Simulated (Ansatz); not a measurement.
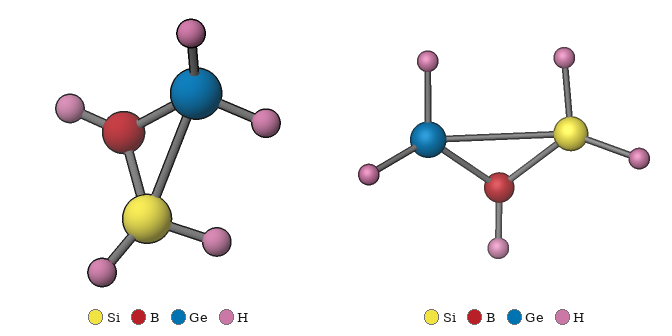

Two views of one molecule.

Computed geometry: PBE0-D4/def2-TZVP optimisation. No frequency run is at hand to confirm it as a minimum.

Question: What is the molecular formula?

Answer: BGeH₅Si, 8 atoms: 1 boron, 1 germanium, 5 hydrogen and 1 silicon.

Question: How many bonds of each kind are drawn?

Answer: 2 Si–H, 2 Ge–H, 1 B–Si, 1 B–Ge, 1 Ge–Si, 1 B–H. Sticks follow a distance rule.

Question: Give the symmetry (Schoenflies symbol).

Answer: C1.

The parts below concern this one geometry. Atoms keep their numbers from picture to picture.

**Geometry**

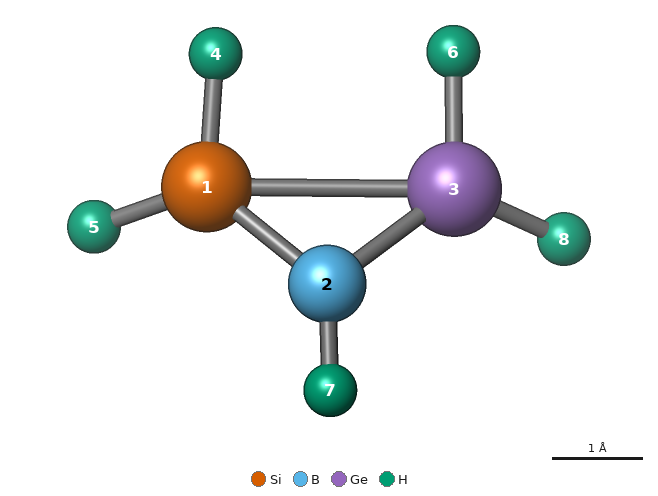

No frequency run is at hand to confirm it as a minimum.

Give the bond lengths.

| bond | length (Å) |
| --- | --- |
| Si1–B2 | 1.872 |
| Si1–Ge3 | 2.760 |
| Si1–H4 | 1.483 |
| Si1–H5 | 1.488 |
| B2–Ge3 | 1.935 |
| B2–H7 | 1.188 |
| Ge3–H6 | 1.535 |
| Ge3–H8 | 1.540 |

**Dipole moment**

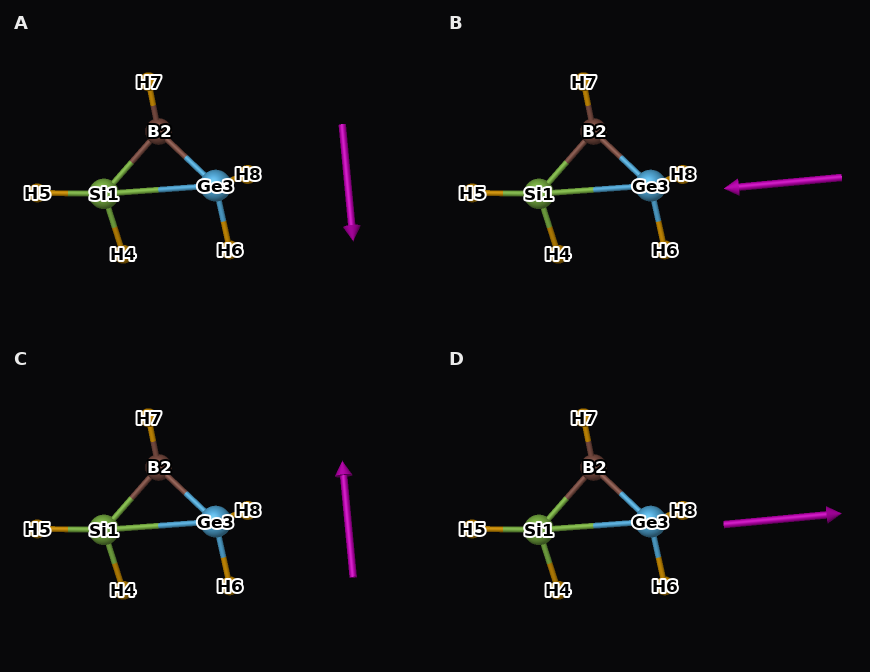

The same molecule four times, each with an arrow. No frequency run is at hand to confirm it as a minimum. Level of theory: RKS PBE0-D4/def2-TZVP (Ansatz 0.2.0).

Question: Which arrow points along the dipole moment, from the negative to the positive end?

Answer: A. The dipole moment is 0.92 D; it points from the side of H7 to the side of H6 (the outermost atoms at the two ends).

**Electronic properties**

No frequency run is at hand to confirm it as a minimum. Properties computed with RKS PBE0-D4/def2-TZVPP (Ansatz 0.2.0).

What does the calculation give?

- HOMO energy (Kohn–Sham orbital): −6.52 eV
- LUMO energy (Kohn–Sham orbital): −1.95 eV
- HOMO–LUMO gap: 4.57 eV
- dispersion correction: −13.4 kJ/mol

**Charges**

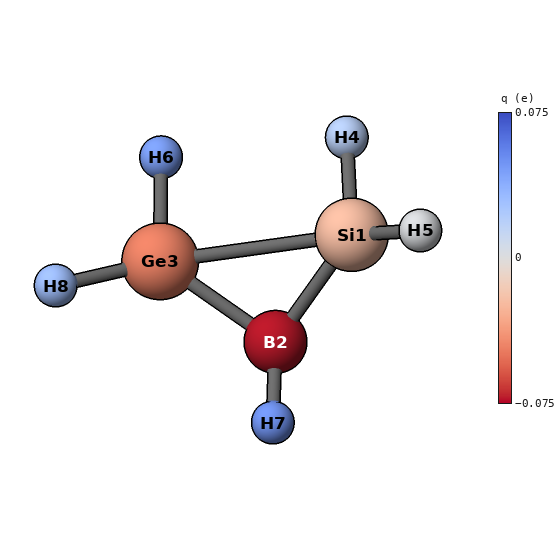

Atoms are coloured by their Mulliken charges. No frequency run is at hand to confirm it as a minimum. Properties computed with RKS PBE0-D4/def2-TZVP (Ansatz 0.2.0).

Give the Mulliken charges atom by atom.

| atom | value (e) |
| --- | --- |
| Si1 | −0.02 |
| B2 | −0.07 |
| Ge3 | −0.04 |
| H4 | 0.02 |
| H5 | 0.00 |
| H6 | 0.04 |
| H7 | 0.05 |
| H8 | 0.03 |

Mulliken values depend strongly on the basis set and can even reverse the polarity of a bond.
